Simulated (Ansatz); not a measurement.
**Decaying states in the gap of TaCu2AgTe4**

Wanted: the relaxed cell of TaCu2AgTe4, its band edges and its decay constants. It is built by putting Ag for part of the Cu in the TaCu3Te4 structure of space group P-43m, with the volume rescaled by atomic radii. The parent structure comes from the Materials Project.

Method: r2SCAN DFT, plane waves, PAW files, in the first sound run; inputs show where later runs differ, in Ansatz 0.2.0.

The structure was built from a prototype and need not be the compound's stable phase.

## Step 1: Set-up

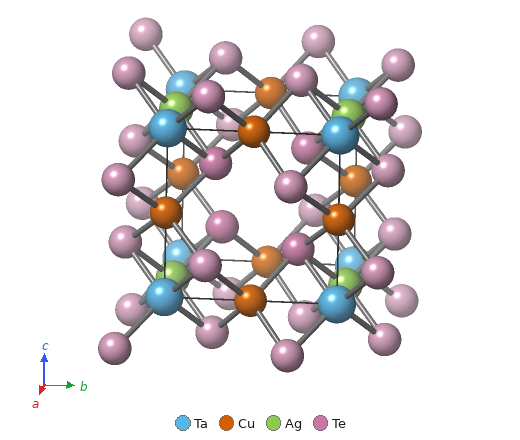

Start, viewed slightly off an axis; tantalum blue, copper orange, silver green, tellurium pink. Some periodic images of atoms are drawn too.

Structure file:

```cif
data_structure
_symmetry_space_group_name_H-M 'P-42m'
_symmetry_Int_Tables_number 111
_cell_length_a 6.0009
_cell_length_b 6.0009
_cell_length_c 6.0009
_cell_angle_alpha 90.000
_cell_angle_beta 90.000
_cell_angle_gamma 90.000
_cell_volume 216.10
loop_
_atom_site_label
_atom_site_type_symbol
_atom_site_symmetry_multiplicity
_atom_site_Wyckoff_symbol
_atom_site_fract_x
_atom_site_fract_y
_atom_site_fract_z
_atom_site_occupancy
Ta1 Ta 1 a 0.00000 0.00000 0.00000 1
Cu1 Cu 2 e 0.00000 0.50000 0.00000 1
Ag1 Ag 1 c 0.00000 0.00000 0.50000 1
Te1 Te 4 n 0.25648 0.74352 0.25648 1
```

## Step 2: Cell and atoms at rest

The substituted atoms don't fit the parent's cell, so cell and atoms relax together. A small smearing keeps the run stable in case the gap closes on the way.

The input, input.yaml:

```yaml
crystal:
  lattice:
    - [6.0008831819, 0.0, 0.0]
    - [0.0, 6.0008831819, 0.0]
    - [0.0, 0.0, 6.0008831819]
  atoms:
    - { symbol: Ta, position: [0.0, 0.0, 0.0] }
    - { symbol: Cu, position: [0.0, 0.5, 0.0] }
    - { symbol: Ag, position: [0.5, 0.0, 0.0] }
    - { symbol: Cu, position: [0.0, 0.0, 0.5] }
    - { symbol: Te, position: [0.25647736, 0.74352264, 0.74352264] }
    - { symbol: Te, position: [0.25647736, 0.25647736, 0.25647736] }
    - { symbol: Te, position: [0.74352264, 0.25647736, 0.74352264] }
    - { symbol: Te, position: [0.74352264, 0.74352264, 0.25647736] }
kpoints:
  mp_grid: { grid: [4, 4, 4] }
scf:
  occupations: { method: gaussian, width: 0.03 }
hamiltonian:
  xc: r2scan
output:
  forces: true
  stress: true
relax:
  f_tol: 0.02
  max_steps: 60
  cell: {}
```

The run is started by

```console
$ ansatz run input.yaml --threads 2 --pin off --max-ram 4096MiB --backend cpu --events-out ev --progress --plain --runs-dir out
```

Numbers of over 12 decimals in the logs are rounded to 6 here.

Log:

```text
Engine: ansatz 0.2.0, x86_64-unknown-linux-gnu
Pseudopotentials: kind: paw
Pseudopotential: Ta, paw, valence charge 13, recommended cutoff 500 eV (meta_gga), Ta.paw.azcp
Pseudopotential: Cu, paw, valence charge 19, recommended cutoff 500 eV (meta_gga), Cu.paw.azcp
Pseudopotential: Ag, paw, valence charge 19, recommended cutoff 500 eV (meta_gga), Ag.paw.azcp
Pseudopotential: Te, paw, valence charge 16, recommended cutoff 500 eV (meta_gga), Te.paw.azcp
Functional definition: r2SCAN
  parameter k0 = 0.174
  parameter k1 = 0.065
  parameter a1 = 4.9479
  exchange = r2scan_x(k0 = k0, k1 = k1, a1 = a1)
  correlation = r2scan_c
Crystal: 8 atoms, lattice volume = 216.095 Å³
Basis set: ecut = 500 eV, 5449 PW (Γ), exchange–correlation on 180×180×180 points (64 copies of the dense FFT grid, shifted against one another)
Bands: 81, of which v1, the nominal top of the filled ones, is band 67 counted from 1 (66 counted from 0)
Symmetry: 8 space group operations
Space group: P-42m (ITA 111), of the structure as read, at distance tolerance 6.0e-5 Å
k-points: 18 of 64 (time reversal used)
Non-local potential: Ta, projectors of the file, l = 0: 3, l = 1: 2, l = 2: 2, l = 3: 1
Non-local potential: Cu, projectors of the file, l = 0: 3, l = 1: 2, l = 2: 3, l = 3: 1
Non-local potential: Ag, projectors of the file, l = 0: 3, l = 1: 2, l = 2: 2, l = 3: 1
Non-local potential: Te, projectors of the file, l = 0: 2, l = 1: 2, l = 2: 2, l = 3: 2
PAW form: soft (Blöchl's): semilocal exchange-correlation on the pseudo side does not see the compensation charge
PAW frozen core: Ta, regenerated for the run's functional (the file was generated under x = pbe(κ = 0.804, μ = 0.219515), c = pbe(β = 0.066725))
PAW frozen core: Cu, regenerated for the run's functional (the file was generated under x = pbe(κ = 0.804, μ = 0.219515), c = pbe(β = 0.066725))
PAW frozen core: Ag, regenerated for the run's functional (the file was generated under x = pbe(κ = 0.804, μ = 0.219515), c = pbe(β = 0.066725))
PAW frozen core: Te, regenerated for the run's functional (the file was generated under x = pbe(κ = 0.804, μ = 0.219515), c = pbe(β = 0.066725))
PAW one-centre angular grid: Ta, 590 points (default); XC on 160 Gauss nodes
PAW one-centre angular grid: Cu, 590 points (default); XC on 160 Gauss nodes
PAW one-centre angular grid: Ag, 590 points (default); XC on 160 Gauss nodes
PAW one-centre angular grid: Te, 590 points (default); XC on 160 Gauss nodes
Initial density: superposition of atomic densities (neutral atoms: chi_scale 0, normalization atom), corrected by the library's trained network
Initial wavefunctions: pseudopotential atomic-orbital guess
Functional: x = r2scan, c = r2scan; τ floored in thin density (d = 2e-4 eV/Å³)
SCF iter   1: F=—  HF=-58792.180500 eV  |F-HF|=—  |Δ(HF+E_count)|=         —  Δρ=1.88e-2  dr2=5.58e-1  dr2_τ=2.88e-2  ethr=1.77e-3  ⟨swp⟩=6.1  Hψ=5547  notcnv=0  defer=4
preconditioner: auto → Resta (q_TF=auto, 2.519 Å⁻¹)  ε∞=6.1  [insulator: Δε(μ)=1.372 eV  Ē_g=8.788 eV  σ=0.030 eV  W_gap=1.00  n_scr=56 (ndim 8)  ℏωp=19.9 eV  f_vac=0.127  D(μ)=0.00/eV (n_scr^D=0)  ε∞_Penn≈6.1]
SCF iter   2: F=—  HF=-58792.242298 eV  |F-HF|=—  |Δ(HF+E_count)|=   6.18e-2  Δρ=1.72e-2  dr2=4.37e-1  dr2_τ=1.28e-2  ethr=4.16e-4  ⟨swp⟩=2.9  Hψ=3030  notcnv=0  defer=157
SCF iter   3: F=—  HF=-58792.150170 eV  |F-HF|=—  |Δ(HF+E_count)|=   9.21e-2  Δρ=3.82e-3  dr2=2.34e-2  dr2_τ=5.00e-4  ethr=3.26e-4  ⟨swp⟩=2.1  Hψ=1759  notcnv=0  defer=103
automatic band count: iteration 3 solves 78 bands in place of 81: the levels show a gap, and the empty bands left out lie too high to hold charge; the band table lists the bands solved (type scf.n_extra_bands for more)
SCF iter   4: F=—  HF=-58792.149002 eV  |F-HF|=—  |Δ(HF+E_count)|=   1.17e-3  Δρ=8.43e-4  dr2=1.35e-3  dr2_τ=6.55e-5  ethr=1.75e-5  ⟨swp⟩=2.0  Hψ=2011  notcnv=0  defer=103
SCF iter   5: F=—  HF=-58792.149319 eV  |F-HF|=—  |Δ(HF+E_count)|=   3.17e-4  Δρ=6.14e-4  dr2=6.93e-4  dr2_τ=9.60e-6  ethr=1.01e-6  ⟨swp⟩=2.0  Hψ=1725  notcnv=0  defer=103
SCF iter   6: F=—  HF=-58792.149489 eV  |F-HF|=—  |Δ(HF+E_count)|=   1.70e-4  Δρ=2.31e-4  dr2=8.37e-5  dr2_τ=3.59e-6  ethr=5.17e-7  ⟨swp⟩=2.0  Hψ=1844  notcnv=0  defer=103
SCF iter   7: F=—  HF=-58792.149442 eV  |F-HF|=—  |Δ(HF+E_count)|=   4.69e-5  Δρ=1.12e-4  dr2=2.78e-5  dr2_τ=5.11e-7  ethr=6.25e-8  ⟨swp⟩=2.0  Hψ=1714  notcnv=0  defer=103
SCF iter   8: F=—  HF=-58792.149444 eV  |F-HF|=—  |Δ(HF+E_count)|=   1.70e-6  Δρ=3.25e-5  dr2=4.64e-6  dr2_τ=2.49e-7  ethr=2.08e-8  ⟨swp⟩=2.0  Hψ=1679  notcnv=0  defer=103
SCF iter   9: F=—  HF=-58792.149443 eV  |F-HF|=—  |Δ(HF+E_count)|=   4.86e-7  Δρ=1.24e-5  dr2=2.61e-7  dr2_τ=2.74e-9  ethr=3.46e-9  ⟨swp⟩=2.0  Hψ=1739  notcnv=0  defer=103
SCF iter  10: F=-58792.149443 eV  HF=-58792.149443 eV  |F-HF|=5.26e-9  |Δ(HF+E_count)|=   1.27e-7  Δρ=1.93e-6  dr2=1.02e-8  dr2_τ=2.22e-10  ethr=7.46e-11  ⟨swp⟩=5.0  Hψ=4650  notcnv=0
SCF 1 converged in 10 iterations: F = -58792.149443 eV  dr2 = 1.02e-8
  greatest PAW one-centre occupation: 1.000 electrons in one spin orbital (limit 2), on the Ag atom at site 2 (counted from 0), in its partial waves of l = 1
relax step   1: F+E_penalty+E_count = -58792.14944349 eV  Δ(F+E_penalty+E_count) = +0.000e0 eV  max|allowed force component| = 8.852e-1 eV/Å  Δτ_max = 0.0000 Å  P = +2.362 GPa  Ω = 216.095 Å³  (10 SCF iters, dr2 threshold 1.00e-7 eV, accepted)
Crystal: 8 atoms, lattice volume = 229.150 Å³
Basis set: ecut = 500 eV, 5823 PW (Γ), exchange–correlation on 180×180×180 points (64 copies of the dense FFT grid, shifted against one another)
Initial density: handed on by an earlier stage of this run
Initial wavefunctions: those handed on with the density
iter 1 solved again at ethr=3.06e-4 eV; its pass at ethr=3.10e-3 eV (dr2=4.10e-1 eV) is discarded
SCF iter   1: F=—  HF=-58790.522729 eV  |F-HF|=—  |Δ(HF+E_count)|=         —  Δρ=1.12e-2  dr2=4.09e-1  dr2_τ=1.54e0  ethr=3.06e-4  ⟨swp⟩=2.1  Hψ=6624  notcnv=0
automatic band count: iteration 1 solves 78 bands in place of 81: the levels show a gap, and the empty bands left out lie too high to hold charge; the band table lists the bands solved (type scf.n_extra_bands for more)
preconditioner: auto → Resta (q_TF=auto, 2.495 Å⁻¹)  ε∞=7.2  [insulator: Δε(μ)=1.045 eV  Ē_g=7.783 eV  σ=0.030 eV  W_gap=1.00  n_scr=64 (ndim 8)  ℏωp=19.3 eV  f_vac=0.165  D(μ)=0.00/eV (n_scr^D=0)  ε∞_Penn≈7.2]
SCF iter   2: F=—  HF=-58792.445993 eV  |F-HF|=—  |Δ(HF+E_count)|=    1.92e0  Δρ=8.29e-3  dr2=1.35e-1  dr2_τ=8.34e-3  ethr=3.05e-4  ⟨swp⟩=3.7  Hψ=2846  notcnv=0
[...]
SCF iter   4: F=—  HF=-58792.523551 eV  |F-HF|=—  |Δ(HF+E_count)|=   5.02e-4  Δρ=7.77e-4  dr2=1.18e-3  dr2_τ=8.74e-5  ethr=4.76e-6  ⟨swp⟩=2.0  Hψ=1913  notcnv=0
SCF iter   5: F=—  HF=-58792.523654 eV  |F-HF|=—  |Δ(HF+E_count)|=   1.02e-4  Δρ=2.39e-4  dr2=1.47e-4  dr2_τ=2.29e-6  ethr=8.84e-7  ⟨swp⟩=2.0  Hψ=1904  notcnv=0
SCF iter   6: F=—  HF=-58792.523647 eV  |F-HF|=—  |Δ(HF+E_count)|=   6.84e-6  Δρ=8.06e-5  dr2=2.58e-5  dr2_τ=5.95e-7  ethr=1.09e-7  ⟨swp⟩=2.0  Hψ=1897  notcnv=0
SCF iter   7: F=—  HF=-58792.523654 eV  |F-HF|=—  |Δ(HF+E_count)|=   7.51e-6  Δρ=3.79e-5  dr2=3.87e-6  dr2_τ=5.90e-8  ethr=1.92e-8  ⟨swp⟩=2.0  Hψ=1967  notcnv=0
SCF iter   8: F=—  HF=-58792.523655 eV  |F-HF|=—  |Δ(HF+E_count)|=   9.00e-7  Δρ=2.29e-5  dr2=1.11e-6  dr2_τ=1.18e-8  ethr=2.89e-9  ⟨swp⟩=2.0  Hψ=1895  notcnv=0
SCF iter   9: F=-58792.523655 eV  HF=-58792.523655 eV  |F-HF|=1.30e-8  |Δ(HF+E_count)|=   8.43e-8  Δρ=6.43e-6  dr2=7.58e-8  dr2_τ=8.59e-10  ethr=5.97e-10  ⟨swp⟩=4.7  Hψ=4534  notcnv=0
SCF 3 converged in 9 iterations: F = -58792.523655 eV  dr2 = 7.58e-8
relax step   3: F+E_penalty+E_count = -58792.52365502 eV  Δ(F+E_penalty+E_count) = -9.073e-2 eV  max|allowed force component| = 1.682e-1 eV/Å  Δτ_max = 0.0664 Å  P = +0.189 GPa  Ω = 231.375 Å³  energy of the carried Pulay correction = -3.388e-3 eV  (9 SCF iters, dr2 threshold 8.00e-7 eV, accepted)
[...]
relax step   4: F+E_penalty+E_count = -58792.53378115 eV  Δ(F+E_penalty+E_count) = -1.013e-2 eV  max|allowed force component| = 2.499e-2 eV/Å  Δτ_max = 0.0267 Å  P = -0.084 GPa  Ω = 228.768 Å³  energy of the carried Pulay correction = -2.827e-3 eV  (8 SCF iters, dr2 threshold 8.00e-7 eV, accepted)
[...]
relax step   5: F+E_penalty+E_count = -58792.53396361 eV  Δ(F+E_penalty+E_count) = -1.825e-4 eV  max|allowed force component| = 6.613e-4 eV/Å  Δτ_max = 0.0019 Å  P = -0.002 GPa  Ω = 228.570 Å³  energy of the carried Pulay correction = -2.784e-3 eV  (6 SCF iters, dr2 threshold 3.90e-8 eV, accepted)
Basis set: ecut = 500 eV, 5779 PW (Γ), exchange–correlation on 192×180×180 points (64 copies of the dense FFT grid, shifted against one another)
Initial wavefunctions: pseudopotential atomic-orbital guess (no wavefunctions were taken with the density)
iter 1 solved again at ethr=4.62e-7 eV; its pass at ethr=3.10e-3 eV (dr2=6.19e-4 eV) is discarded
SCF iter   1: F=—  HF=-58792.536895 eV  |F-HF|=—  |Δ(HF+E_count)|=         —  Δρ=2.13e-4  dr2=6.94e-6  dr2_τ=3.11e-5  ethr=4.62e-7  ⟨swp⟩=3.3  Hψ=9369  notcnv=0
preconditioner: auto → Resta (q_TF=auto, 2.496 Å⁻¹)  ε∞=6.2  [insulator: Δε(μ)=1.286 eV  Ē_g=8.447 eV  σ=0.030 eV  W_gap=1.00  n_scr=64 (ndim 8)  ℏωp=19.3 eV  f_vac=0.163  D(μ)=0.00/eV (n_scr^D=0)  ε∞_Penn≈6.2]
SCF iter   2: F=—  HF=-58792.537645 eV  |F-HF|=—  |Δ(HF+E_count)|=   7.50e-4  Δρ=1.42e-4  dr2=1.51e-5  dr2_τ=9.64e-6  ethr=5.18e-9  ⟨swp⟩=2.0  Hψ=2664  notcnv=0
SCF iter   3: F=—  HF=-58792.537759 eV  |F-HF|=—  |Δ(HF+E_count)|=   1.14e-4  Δρ=9.08e-5  dr2=1.10e-5  dr2_τ=1.37e-6  ethr=5.18e-9  ⟨swp⟩=2.0  Hψ=2664  notcnv=0
SCF iter   4: F=—  HF=-58792.537771 eV  |F-HF|=—  |Δ(HF+E_count)|=   1.20e-5  Δρ=6.80e-6  dr2=6.41e-8  dr2_τ=6.31e-9  ethr=5.18e-9  ⟨swp⟩=2.0  Hψ=2610  notcnv=0
SCF iter   5: F=—  HF=-58792.537771 eV  |F-HF|=—  |Δ(HF+E_count)|=   4.90e-9  Δρ=5.90e-6  dr2=4.10e-8  dr2_τ=6.17e-9  ethr=4.79e-11  ⟨swp⟩=2.0  Hψ=2664  notcnv=0
SCF iter   6: F=—  HF=-58792.537771 eV  |F-HF|=—  |Δ(HF+E_count)|=   7.10e-8  Δρ=1.68e-6  dr2=5.39e-9  dr2_τ=1.39e-9  ethr=3.06e-11  ⟨swp⟩=2.0  Hψ=1944  notcnv=0
SCF iter   7: F=—  HF=-58792.537771 eV  |F-HF|=—  |Δ(HF+E_count)|=   1.14e-8  Δρ=4.00e-7  dr2=8.54e-10  dr2_τ=8.73e-11  ethr=4.03e-12  ⟨swp⟩=2.0  Hψ=2482  notcnv=0
SCF iter   8: F=—  HF=-58792.537771 eV  |F-HF|=—  |Δ(HF+E_count)|=  2.11e-10  Δρ=2.66e-7  dr2=1.49e-10  dr2_τ=4.86e-12  ethr=1.00e-12  ⟨swp⟩=2.0  Hψ=1630  notcnv=0
SCF iter   9: F=-58792.537771 eV  HF=-58792.537771 eV  |F-HF|=1.46e-11  |Δ(HF+E_count)|=  4.37e-11  Δρ=5.40e-8  dr2=9.16e-12  dr2_τ=1.03e-12  ethr=1.00e-12  ⟨swp⟩=4.9  Hψ=4717  notcnv=0
SCF 6 converged in 9 iterations: F = -58792.537771 eV  dr2 = 9.16e-12
relax step   6: F+E_penalty+E_count = -58792.53777097 eV  Δ(F+E_penalty+E_count) = -3.807e-3 eV  max|allowed force component| = 6.839e-4 eV/Å  Δτ_max = 0.0000 Å  P = +0.010 GPa  Ω = 228.570 Å³  stress off target by 2.04e-2 GPa  SCF on the basis re-selected at this cell (its energy is not comparable with the rows above)  (9 SCF iters)
basis re-selected at this cell: Δ(F+E_penalty+E_count) = -3.807e-3 eV, ΔP = +0.013 GPa vs the last step (what re-selecting the basis moved, of the pressure what is left beyond the Pulay correction that the steps carried, after the strain that the cell walked since its last selection, with what the two solves' SCF thresholds leave and, on support functions, any second-order correction that the steps lacked; it is no measure of the basis error at this ecutwfc). The dense FFT grid was sized anew with the basis: this SCF ran on 48×45×45 points, the steps before it on 45×45×45, so part of this shift can come from that change (see relax.cell in the input reference). [rest of the remark cut]
SCF converged after 9 iterations
Free energy (F): -58792.537771 eV
Harris-Foulkes:  -58792.537771 eV  (|F-HF|=1.46e-11)
Internal energy: -58792.537771 eV  (E = F + TS)
E sigma→0 (E₀):  -58792.537771 eV
Fermi energy:    9.171424 eV
--- Per-component energies (eV) ---
  E_band       = -2814.306200
  E_kinetic    = 2213.729819
  E_local      = -23001.084693  (includes V_loc(G=0)·N_el)
  E_nonlocal   = -342.790679
  E_hartree    = 11266.446756
  E_xc         = -1007.802726
  E_vxc        = -1176.386706  (∫ρ·V_xc dr)
  E_paw        = -34458.688569  (= ΣΔE_a)
  E_vpaw       = -3116.023377  (= ΣTr[D̂ρ^β])
  E_aug_tail   = 0.000293  (compensation charges beyond the density's cutoff)
  E_vtau       = 75.355682  (kinetic-family band-sum trace: ∫τ·v_τ [+ j·A + Jᵃ·Aᵃ] dr)
  E_ewald      = -13461.619587
  E_core_change = -0.728385  (= ΣΔE_core)
  E_smearing   = -0.000000  (= −TS)
  E_closure    = -0.000000  (closes the sum)
  Σ components = -58792.537771   (vs F -58792.537771, Δ=0.00e0)
--- Forces (eV/Å), atoms counted from 1 ---
  atom   1  Ta    -0.00000000    -0.00000000     0.00000000
  atom   2  Cu     0.00000000     0.00000000    -0.00000000
  atom   3  Ag    -0.00000000     0.00000000     0.00000000
  atom   4  Cu     0.00000000     0.00000000    -0.00000000
  atom   5  Te    -0.00017078     0.00068394     0.00068394
  atom   6  Te    -0.00017078    -0.00068394    -0.00068394
  atom   7  Te     0.00017078    -0.00068394     0.00068394
  atom   8  Te     0.00017078     0.00068394    -0.00068394
  max |Σ_I F_I| component: 4.68e-17 eV/Å
--- Stress (GPa, compression-positive) ---
        0.020396       0.000000       0.000000
        0.000000       0.005046       0.000000
       -0.000000       0.000000       0.005046
  P = ⅓ Tr σ = 0.0102 GPa (0.102 kbar)
--- Relaxed structure (5 steps of the walk, 5 accepted, 1 SCFs on fresh bases) ---
  F+E_penalty+E_count = -58792.53777097 eV   max|allowed force component| = 6.839e-4 eV/Å   (the final SCF, on the basis selected at the relaxed cell)
  cell:  # Å, volume = 228.5701 Å³
    - [6.360462, 0, 0]
    - [0, 5.994671, 0]
    - [0, 0, 5.994671]
  atoms:
    - { symbol: Ta, position: [4.3361704187371607e-19, -1.456682250044513e-19, -1.8180297849393032e-19] }
    - { symbol: Cu, position: [4.3361704187371607e-19, 0.5, -1.818029784939269e-19] }
    - { symbol: Ag, position: [0.5, -1.4566822500445194e-19, -1.8180297849392534e-19] }
    - { symbol: Cu, position: [4.3361704187371607e-19, -1.4566822500445132e-19, 0.5] }
    - { symbol: Te, position: [0.234149, 0.739714, 0.739714] }
    - { symbol: Te, position: [0.234149, 0.260286, 0.260286] }
    - { symbol: Te, position: [0.765851, 0.260286, 0.739714] }
    - { symbol: Te, position: [0.765851, 0.739714, 0.260286] }
```

It took 1.7 min on 2 threads of Intel Xeon Platinum 8375C at 2.90GHz (Ice Lake), shared host; peak memory 1.1 GiB; 3.4 min of CPU time.

Step by step:

```tsv
step	energy less that of the first step (eV)	largest force component (eV/Å)	pressure (GPa)	volume (Å³)
1	0.0000	0.8852	2.36	216.10
2	-0.2835	0.3669	-0.66	229.15
3	-0.3742	0.1682	0.19	231.37
4	-0.3843	0.0250	-0.08	228.77
5	-0.3845	0.0007	0.00	228.57
6*	-0.3883	0.0007	0.01	228.57
```

Relaxation steps marked * repeat the geometry before them on a plane-wave basis chosen anew for their cell, so energy and pressure can jump there.

The run keeps the 8 symmetry operations that it works with, so distortions that break them were not tested.

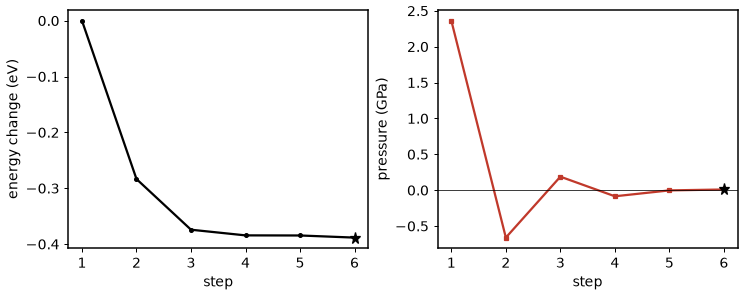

Energy and pressure along the relaxation. Stars mark steps on a basis chosen anew.

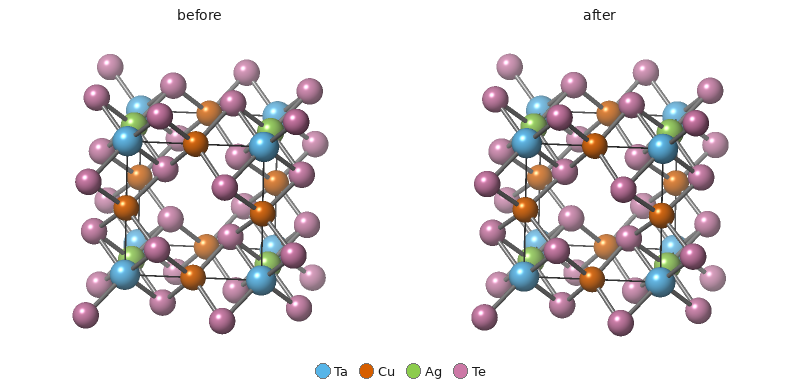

Before and after, at one scale.

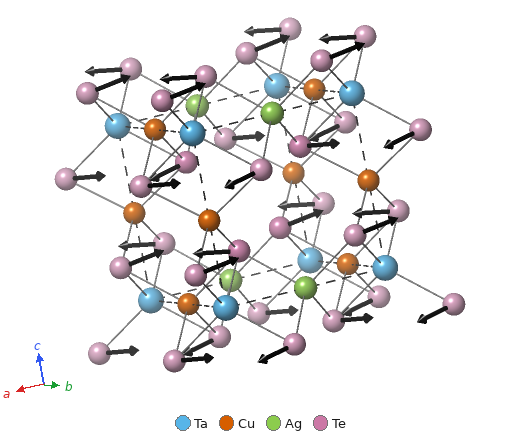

Displacements in the relaxation, exaggerated, measured against the changing cell; the longest in the cell stands for 0.15 Å. Some periodic images of atoms are drawn too.

```tsv
conventional cell, symmetrised	before	after	change
a (Å)	6.001	5.995	-0.1 %
b (Å)	6.001	5.995	-0.1 %
c (Å)	6.001	6.360	+6.0 %
volume (Å³/atom)	27.01	28.57	+5.8 %
```

The atoms that moved most (Å, as changes of fractional coordinates times the final cell):

```tsv
atom	dx	dy	dz	length
Te8	0.142	-0.023	0.023	0.146
Te6	-0.142	0.023	0.023	0.146
Te7	0.142	0.023	-0.023	0.146
Te5	-0.142	-0.023	-0.023	0.146
```

Final coordinates:

```cif
data_structure
_symmetry_space_group_name_H-M 'P 1'
_symmetry_Int_Tables_number 1
_cell_length_a 6.3605
_cell_length_b 5.9947
_cell_length_c 5.9947
_cell_angle_alpha 90.000
_cell_angle_beta 90.000
_cell_angle_gamma 90.000
_cell_volume 228.57
loop_
_atom_site_label
_atom_site_type_symbol
_atom_site_fract_x
_atom_site_fract_y
_atom_site_fract_z
_atom_site_occupancy
Ta1 Ta 0.00000 0.00000 0.00000 1
Cu2 Cu 0.00000 0.50000 0.00000 1
Ag3 Ag 0.50000 0.00000 0.00000 1
Cu4 Cu 0.00000 0.00000 0.50000 1
Te5 Te 0.23415 0.73971 0.73971 1
Te6 Te 0.23415 0.26029 0.26029 1
Te7 Te 0.76585 0.26029 0.73971 1
Te8 Te 0.76585 0.73971 0.26029 1
```

This step gave:

```
free energy  : -58792.5378 eV
Fermi energy : 9.171 eV
pressure     : 0.01016 GPa
```

The largest force component on a free atom ends at 6.8e-4 eV/Å.

(Continued in part 2 of 3.)

[Logs are printed without paths, hosts, clocks, repeated set-up lines and the standing remarks that a program may print on its own settings, such as how far it seeks lower states.]

[Hosts, paths, dates, database ids (printed as entryN), source tags and the programs' standing remarks are cut or masked in the printed files.]
